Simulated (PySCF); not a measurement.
**C₄H₁₂ClFSi₂: density, localisation and related maps**

```tsv
atom	x (Å)	y (Å)	z (Å)
C	-2.9344	1.0335	-0.1415
C	-2.5780	-0.3110	-0.7722
Si	-1.0484	-1.1419	-0.0021
C	0.4585	0.0441	-0.1220
F	0.5653	0.4783	-1.4545
Si	2.1653	-0.6620	0.3815
C	3.4648	0.6588	-0.0816
Cl	5.0865	0.0512	0.3503
H	-2.1356	1.7544	-0.2969
H	-3.8418	1.4374	-0.5871
H	-3.0981	0.9284	0.9288
H	-2.4151	-0.1654	-1.8418
H	-3.4334	-0.9830	-0.6806
H	-0.7259	-2.3738	-0.7243
H	-1.2369	-1.4067	1.4287
H	0.2519	0.9576	0.4467
H	2.4554	-1.8774	-0.3756
H	2.1745	-0.8806	1.8275
H	3.3353	1.5982	0.4523
H	3.4848	0.8702	-1.1486
```

Geometry: GFN2-xTB.

All numbers below come from PBE0/pcSseg-1, SCF density, gas phase, non-relativistic in PySCF.

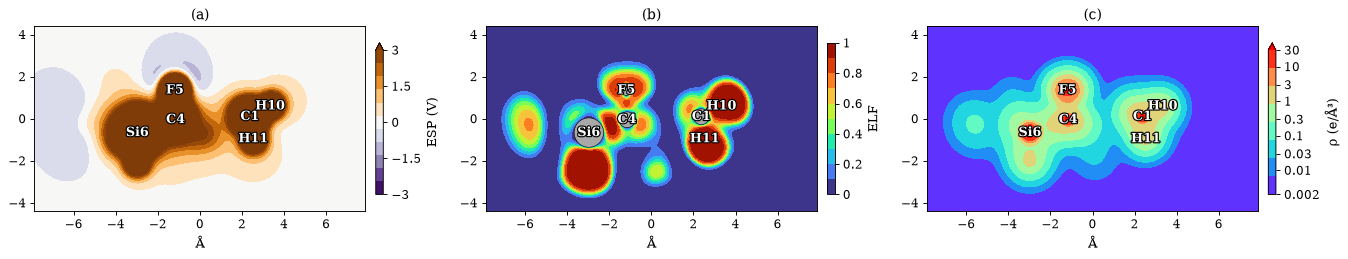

Figure 1. (a) molecular electrostatic potential; (b) electron localisation function; (c) electron density on the plane of atoms F5, C4 and Si6. Grey discs cover the atomic cores in the ELF map.

Read the bonding off the picture.

Answer. The plane passes through C, F, Si and H nuclei. C–F (1.41 Å): ρ is about 1.9 e/Å³ halfway, with its minimum of 1.5 e/Å³ about 0.5 Å from C; the ELF peaks at about 0.85 between the atoms, as expected for a shared but strongly polarised pair. C–Si (1.91 Å): ρ at the midpoint is about 0.92 e/Å³; the ELF peaks at about 0.95 between the atoms: a shared electron pair. C–H (1.09 Å): the density is about 2 e/Å³ at the midpoint; the ELF climbs to about 1 towards the hydrogen, as it does in any bond to H; an ordinary covalent bond to hydrogen. Outside the dense part of the molecule the potential is most negative (−1.0 V) near F5.

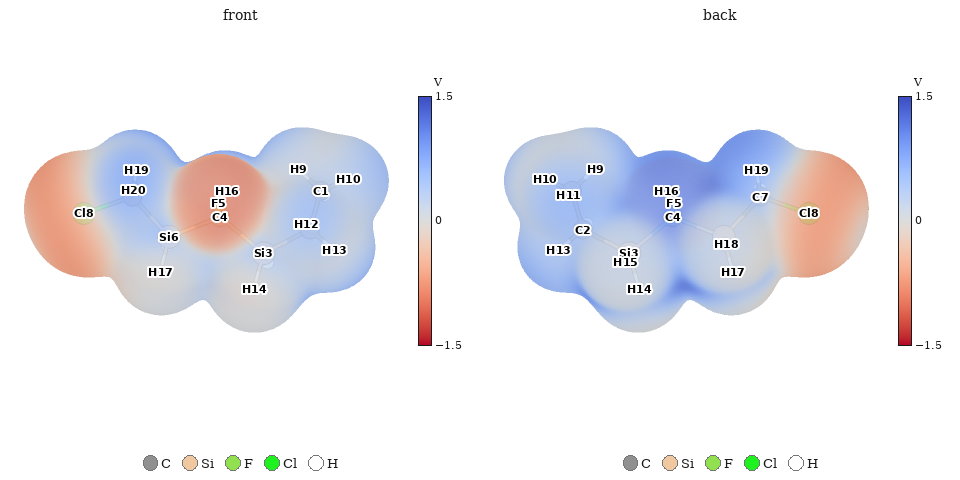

Figure 2. The electrostatic potential painted on the density surface at 0.001 e/bohr³, seen from the front and from behind; red is negative and blue positive.

Which sites attract a positive test charge, and which a negative one?

Answer. A positive charge is drawn to the negative regions and a negative charge to the positive ones. The most negative region (about −0.8 V) lies over F5, the most positive (about +1.0 V) over Si3, Si6 and H16.

How polar is the molecule by this calculation?

Answer. Its dipole moment is 2.83 D.
